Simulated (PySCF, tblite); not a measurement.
**C₃H₉FOSi: dynamics, then NMR shifts on frames**

Aim: move C₃H₉FOSi (`C[C@@H](CF)O[SiH3]`) away from its starting geometry and see how NMR shifts follow the geometry.

The runs use tblite 0.8.0 and PySCF 2.14.0, with density-fitted response routines of our own; the level of theory stands in each step. All values are computed, except where a source is named. Atoms are numbered from 0 throughout.

**1. The molecule as given**

15 atoms, charge 0, multiplicity 1; geometry from: GFN2-xTB.

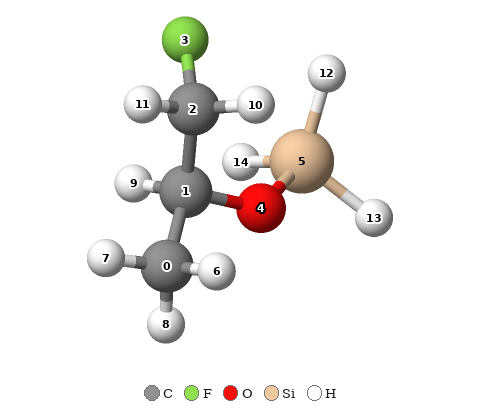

The starting geometry (carbon grey, fluorine green, oxygen red, silicon light orange, hydrogen white), atoms numbered.

**2. Thermal motion with GFN2-xTB**

Job settings and geometry (Å):

```
{"job": {"kind": "md", "xc": "GFN2-xTB", "basis": "xTB", "temperature": 200, "steps": 2000, "every": 50, "frames": 5}, "charge": 0, "multiplicity": 1}
C     -1.180929    -1.521945     0.139194
C     -0.365435    -0.273009    -0.184689
C     -1.132963     0.986222     0.220591
F     -0.609099     2.089829    -0.404689
O      0.851596    -0.349405     0.492590
Si     2.208020     0.525631     0.310420
H     -1.421000    -1.541226     1.199262
H     -2.100178    -1.541799    -0.439285
H     -0.593070    -2.404388    -0.097579
H     -0.179243    -0.219197    -1.267440
H     -1.046725     1.156359     1.297518
H     -2.183028     0.921752    -0.078371
H      2.027593     1.931967     0.668452
H      3.041589    -0.201806     1.255268
H      2.678458     0.449005    -1.075602
```

With the program's defaults for keys left out, this is: GFN2-xTB Langevin dynamics, gas phase.

The run is started by

```bash
> OMP_NUM_THREADS=1 python probes_run.py task.json out
```

One launch serves the whole session: the jobs run in the order shown.

Output:

```text
t/fs     T/K      E/eV
    0.0   159.5   -587.74277
   25.0    94.8   -587.47664
   50.0   140.8   -587.50746
   75.0   164.4   -587.52854
  100.0   130.7   -587.43814
  125.0   156.8   -587.47057
  150.0   135.3   -587.52582
  175.0   106.0   -587.47875
  200.0   154.5   -587.46358
  225.0   141.7   -587.44597
  250.0   138.2   -587.48777
  275.0   148.3   -587.50628
  300.0   153.7   -587.47953
  325.0   200.2   -587.53703
  350.0   154.7   -587.37102
  375.0   167.4   -587.46798
  400.0   196.4   -587.39583
  425.0   217.4   -587.44261
  450.0   244.0   -587.46343
  475.0   193.6   -587.40136
  500.0   166.6   -587.36086
  525.0   116.7   -587.34594
  550.0   167.6   -587.53914
  575.0   133.7   -587.43728
  600.0   217.3   -587.50324
  625.0   156.3   -587.35427
  650.0   225.1   -587.29488
  675.0   219.7   -587.33387
  700.0   182.3   -587.23570
  725.0   252.3   -587.31926
  750.0   218.2   -587.24492
  775.0   241.6   -587.43217
  800.0   177.8   -587.45803
  825.0   240.8   -587.49051
  850.0   173.6   -587.39424
  875.0   128.7   -587.31521
  900.0   183.3   -587.34093
  925.0   240.4   -587.39785
  950.0   227.2   -587.29266
  975.0   287.3   -587.22793
 1000.0   210.7   -587.15056
```

Run time: 7.6 s. Hardware: 1 thread of Arm Neoverse V2, shared host; peak memory 0.18 GiB.

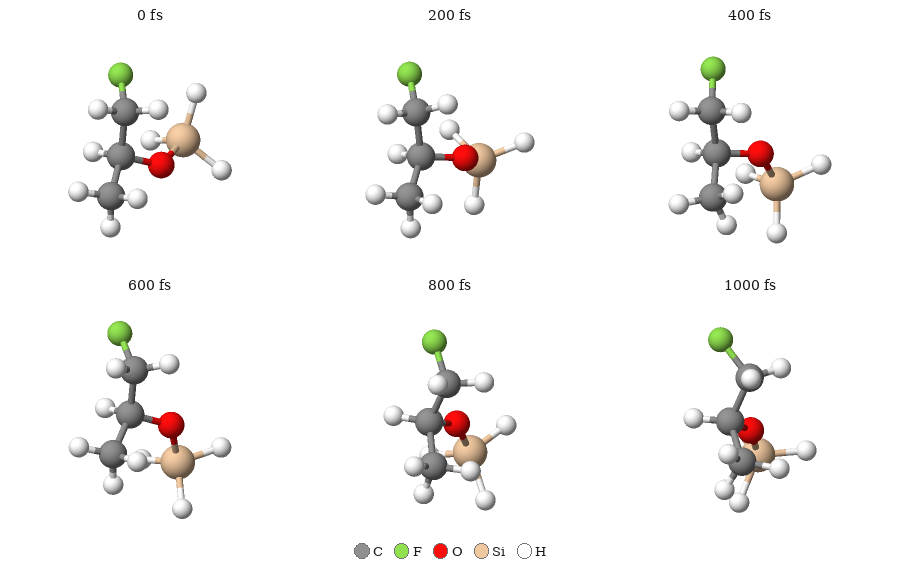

Frames of the run.

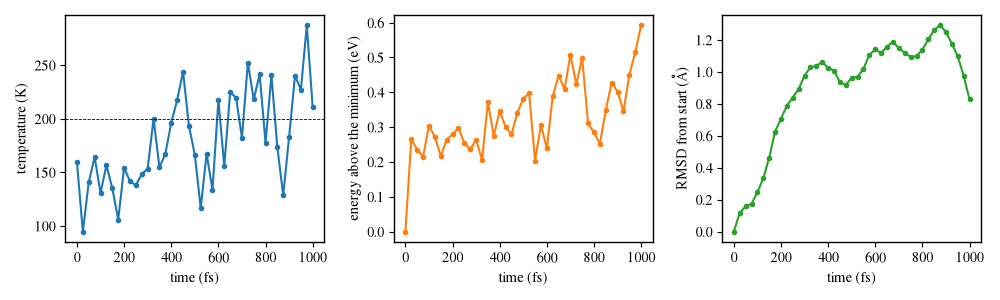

Temperature, potential energy and distance from the start.

Positions (Å) and forces (eV/Å) at 1000 fs:

```xyz
15

C    -0.768   -0.953    1.028   -1.627    0.273    0.550
C    -0.268    0.221    0.141   -1.198   -0.143    2.267
C    -0.671    1.539    0.855   -0.906    0.886   -1.305
F    -0.997    2.550   -0.102    0.225   -0.991    0.712
O     1.067    0.094    0.081    1.081    0.689   -0.046
Si    2.447   -0.527   -0.400    0.298   -0.383   -0.747
H    -0.357   -1.028    2.081    0.097    0.263   -1.550
H    -1.886   -0.836    1.198    1.174   -0.430   -0.484
H    -0.542   -1.818    0.411   -0.182   -0.359    0.602
H    -0.766    0.181   -0.817   -0.093   -0.035   -0.525
H     0.175    1.957    1.370    0.262    0.029    0.537
H    -1.600    1.450    1.473    0.850   -0.026   -0.379
H     2.881    0.256   -1.568   -0.038   -0.195   -0.065
H     3.369   -0.207    0.677   -0.016   -0.174    0.209
H     2.328   -1.983   -0.760    0.072    0.594    0.224
```

**3. Shielding tensors: 250 fs, PBE0/pcSseg-1**

Job settings and geometry (Å):

```
{"job": {"kind": "nmr", "xc": "PBE0", "basis": "pcSseg-1", "pop": false}, "charge": 0, "multiplicity": 1}
C     -1.179100    -1.448500     0.026000
C     -0.481400    -0.117900    -0.279200
C     -1.441300     1.097700    -0.057000
F     -0.838500     2.154900    -0.598000
O      0.618000     0.086900     0.587000
Si     2.207400     0.061800     0.308000
H     -1.434800    -1.500100     1.067500
H     -2.081100    -1.522300    -0.613400
H     -0.518700    -2.288300    -0.143100
H     -0.052500    -0.061800    -1.290300
H     -1.644400     1.292400     0.983900
H     -2.416200     0.962000    -0.572900
H      2.474900     0.467800    -1.040300
H      2.599600     0.935000     1.444700
H      2.712300    -1.294000     0.348100
```

With the program's defaults for keys left out, this is: GIAO PBE0/pcSseg-1 NMR shielding, non-relativistic, gas phase.

Output:

```text
coarse grid: 12640 points
cycle   1  E = -583.6479159229  dE =  5.714e-01  |g| = 7.908e-01  |ddm| = 3.232e+00
cycle   2  E = -583.4931541735  dE =  1.548e-01  |g| = 1.223e+00  |ddm| = 1.606e+00
cycle   3  E = -583.7550686540  dE = -2.619e-01  |g| = 1.081e-01  |ddm| = 1.135e+00
cycle   4  E = -583.7569144108  dE = -1.846e-03  |g| = 4.837e-02  |ddm| = 1.051e-01
cycle   5  E = -583.7573118406  dE = -3.974e-04  |g| = 8.710e-03  |ddm| = 3.416e-02
cycle   6  E = -583.7573217855  dE = -9.945e-06  |g| = 3.340e-03  |ddm| = 7.530e-03
cycle   7  E = -583.7573240403  dE = -2.255e-06  |g| = 2.941e-04  |ddm| = 2.477e-03
final grid: 116712 points
cycle   8  E = -583.8093414292  dE = -2.619e-05  |g| = 9.890e-03  |ddm| = 2.093e-02
cycle   9  E = -583.8093231751  dE =  1.825e-05  |g| = 1.420e-02  |ddm| = 1.508e-02
cycle  10  E = -583.8093601357  dE = -3.696e-05  |g| = 1.248e-03  |ddm| = 9.404e-03
cycle  11  E = -583.8093604567  dE = -3.210e-07  |g| = 1.718e-04  |ddm| = 1.190e-03
cycle  12  E = -583.8093604619  dE = -5.242e-09  |g| = 8.107e-05  |ddm| = 2.113e-04
cycle  13  E = -583.8093604630  dE = -1.024e-09  |g| = 1.943e-05  |ddm| = 6.513e-05
cycle  14  E = -583.8093604630  dE = -5.593e-11  |g| = 3.760e-06  |ddm| = 1.703e-05
converged SCF energy = -583.8093604630

GIAO shielding tensors (ppm)
atom      isotropic    diamagn.    paramagn.     s11        s22        s33       span
  0 C      167.875     247.863     -79.988    149.989    163.540    190.097     40.108
  1 C      103.273     242.268    -138.995     81.759     98.920    129.139     47.380
  2 C       96.546     241.711    -145.165     70.431     81.432    137.775     67.344
  3 F      423.435     472.750     -49.315    375.891    416.645    477.769    101.878
  4 O      300.847     399.900     -99.053    238.763    307.338    356.440    117.677
  5 Si     382.071     881.067    -498.996    326.691    346.855    472.667    145.976
  6 H       30.857      30.268       0.589     27.648     29.096     35.828      8.180
  7 H       30.348      28.711       1.637     25.904     28.115     37.025     11.121
  8 H       30.364      30.164       0.200     26.454     28.621     36.018      9.563
  9 H       27.565      31.847      -4.282     24.995     26.488     31.211      6.216
 10 H       27.414      29.638      -2.224     24.091     27.556     30.594      6.503
 11 H       26.985      28.601      -1.617     22.624     28.245     30.085      7.461
 12 H       26.993      30.828      -3.835     23.793     25.777     31.409      7.616
 13 H       26.144      29.280      -3.137     22.167     24.522     31.742      9.575
 14 H       26.868      30.339      -3.471     23.076     25.387     32.140      9.064
```

It took 12 s on 1 thread of Arm Neoverse V2, shared host; peak memory 0.72 GiB.

Shifts follow as δ = σ(reference) − σ, with reference shieldings (ppm) from runs at the same level and on the same kind of geometry: 1H TMS 31.72, 13C TMS 186.9, 29Si TMS 349.2, 19F CFCl3 170.9, 17O H2O 336.1. The references are single molecules in the gas phase, so shifts against H2O, NH3, PH3, H3PO4 or CFCl3 are not on the usual liquid scales and can be off by tens of ppm. Each atom is listed at this fixed geometry, with no averaging over motion; a spectrum would average atoms that exchange fast.

```tsv
atoms	environment	σ (ppm)	δ (ppm)
C2	sp3 CH2 bonded to F	96.5	90.4
C1	sp3 CH bonded to O	103.3	83.7
C0	methyl carbon	167.9	19.0
H13	hydrogen on a silicon bonded to O	26.14	5.57
H14	hydrogen on a silicon bonded to O	26.87	4.85
H11	hydrogen on an sp3 CH2 bonded to F	26.98	4.73
H12	hydrogen on a silicon bonded to O	26.99	4.72
H10	hydrogen on an sp3 CH2 bonded to F	27.41	4.30
H9	hydrogen on an sp3 CH bonded to O	27.56	4.15
H7	hydrogen on a methyl carbon	30.35	1.37
H8	hydrogen on a methyl carbon	30.36	1.35
H6	hydrogen on a methyl carbon	30.86	0.86
F3	fluorine on an sp3 carbon	423.4	-252.5
O4	oxygen bonded to C, Si	300.8	35.2
Si5	silicon bonded to O, 3 H	382.1	-32.9
```

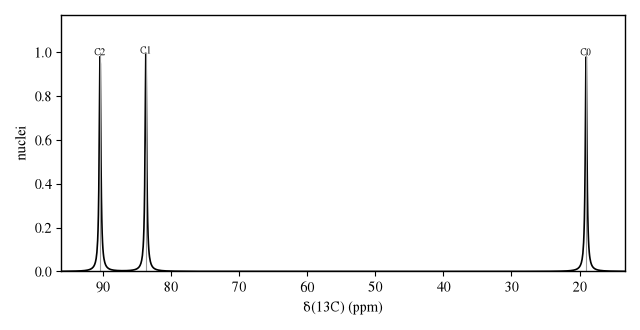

13C lines at the computed shifts, without couplings. Lines are broadened to a width of 0.29 ppm (Lorentzian).

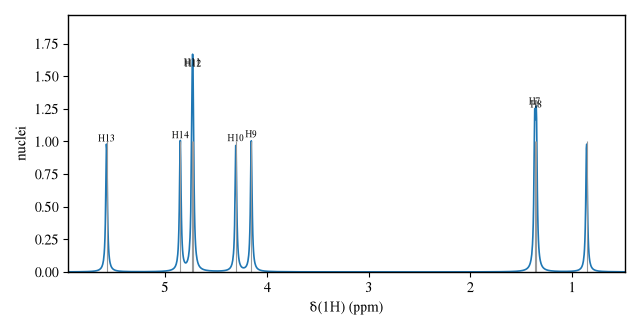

1H lines at the computed shifts, without couplings. Lines are broadened to a width of 0.02 ppm (Lorentzian).

**4. Nuclear shieldings: 425 fs, PBE0/pcSseg-1**

Job settings and geometry (Å):

```
{"job": {"kind": "nmr", "xc": "PBE0", "basis": "pcSseg-1", "pop": false}, "charge": 0, "multiplicity": 1}
C     -0.954800    -1.341300     0.152800
C     -0.310700     0.047500    -0.152700
C     -1.234600     1.219500     0.188600
F     -0.755700     2.309500    -0.471300
O      0.879800     0.101200     0.606100
Si     2.303500    -0.609800     0.424800
H     -1.440900    -1.423900     1.119800
H     -1.758500    -1.501800    -0.581800
H     -0.153900    -2.067100     0.004000
H     -0.010100     0.149000    -1.206100
H     -1.147900     1.382100     1.300400
H     -2.319300     1.122500    -0.094600
H      2.892000    -0.301000    -0.866800
H      2.953700    -0.134100     1.632600
H      2.143400    -2.108200     0.545800
```

Method: GIAO PBE0/pcSseg-1 NMR shielding, non-relativistic, gas phase.

Output:

```text
coarse grid: 12640 points
cycle   1  E = -583.6444130958  dE =  5.083e-01  |g| = 7.970e-01  |ddm| = 3.212e+00
cycle   2  E = -583.4853442509  dE =  1.591e-01  |g| = 1.241e+00  |ddm| = 1.597e+00
cycle   3  E = -583.7533868402  dE = -2.680e-01  |g| = 1.000e-01  |ddm| = 1.119e+00
cycle   4  E = -583.7549129785  dE = -1.526e-03  |g| = 4.878e-02  |ddm| = 1.014e-01
cycle   5  E = -583.7553285929  dE = -4.156e-04  |g| = 8.995e-03  |ddm| = 3.536e-02
cycle   6  E = -583.7553394216  dE = -1.083e-05  |g| = 3.361e-03  |ddm| = 7.780e-03
cycle   7  E = -583.7553417359  dE = -2.314e-06  |g| = 3.350e-04  |ddm| = 2.532e-03
final grid: 116712 points
cycle   8  E = -583.8085097887  dE = -2.524e-05  |g| = 9.918e-03  |ddm| = 2.027e-02
cycle   9  E = -583.8084906869  dE =  1.910e-05  |g| = 1.445e-02  |ddm| = 1.545e-02
cycle  10  E = -583.8085284416  dE = -3.775e-05  |g| = 1.110e-03  |ddm| = 9.424e-03
cycle  11  E = -583.8085286999  dE = -2.584e-07  |g| = 1.979e-04  |ddm| = 1.113e-03
cycle  12  E = -583.8085287071  dE = -7.195e-09  |g| = 8.292e-05  |ddm| = 2.211e-04
cycle  13  E = -583.8085287081  dE = -1.008e-09  |g| = 2.293e-05  |ddm| = 6.701e-05
cycle  14  E = -583.8085287082  dE = -8.401e-11  |g| = 3.870e-06  |ddm| = 1.930e-05
converged SCF energy = -583.8085287082

GIAO shielding tensors (ppm)
atom      isotropic    diamagn.    paramagn.     s11        s22        s33       span
  0 C      167.781     248.986     -81.205    151.372    167.526    184.446     33.073
  1 C      106.468     242.972    -136.505     86.646    105.179    127.579     40.933
  2 C       92.698     242.387    -149.689     65.453     77.281    135.361     69.908
  3 F      407.019     472.017     -64.999    367.629    394.076    459.351     91.721
  4 O      287.213     399.102    -111.888    234.230    300.445    326.964     92.734
  5 Si     395.666     880.600    -484.934    343.797    369.138    474.062    130.265
  6 H       30.531      30.307       0.223     27.486     28.307     35.799      8.313
  7 H       30.624      29.763       0.860     26.630     27.972     37.269     10.639
  8 H       29.663      31.115      -1.452     24.336     29.825     34.829     10.494
  9 H       27.419      31.681      -4.262     25.114     25.816     31.326      6.213
 10 H       26.372      28.086      -1.714     23.260     27.085     28.770      5.509
 11 H       26.303      27.959      -1.656     21.952     27.591     29.365      7.413
 12 H       26.830      29.760      -2.930     23.437     24.929     32.124      8.687
 13 H       26.753      29.521      -2.768     22.940     25.064     32.256      9.316
 14 H       26.160      29.281      -3.121     22.605     25.333     30.542      7.937
```

It took 11 s on 1 thread of Arm Neoverse V2, shared host; peak memory 0.79 GiB.

In short: δ C2 94.2, C1 80.5, C0 19.1, F3 -236.1, H14 5.56, H11 5.41 ppm.

(Part 1 of 2 ends here.)
